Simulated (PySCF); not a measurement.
Vertical excitations of a molecule C₂H₅Cl₂FSi from TDDFT-LC-ωPBE/def2-SVPD run with PySCF, as energy in eV (oscillator strength): 7.25 (0.000), 7.34 (0.008), 7.51 (0.001), 7.79 (0.003), 8.46 (0.007), 8.56 (0.017), 8.76 (0.010), 8.88 (0.009), 9.05 (0.050), 9.16 (0.001). Lowest triplet (TDA): 6.51 eV. Geometry optimised at ωB97X-D3(BJ)/def2-SVP. One conformer was computed; it need not be the lowest.

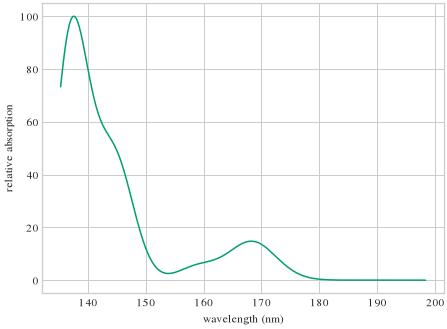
Figure. The lines broadened by 0.4 eV.

Problem. Identify the compound among the candidates.
(A) C[Si](Cl)(Cl)CF
(B) CC[Si](F)(Cl)Cl
(C) F[C@H](CCl)[SiH2]Cl
(D) F[SiH2]CC(Cl)Cl

Solution. D, F[SiH2]CC(Cl)Cl
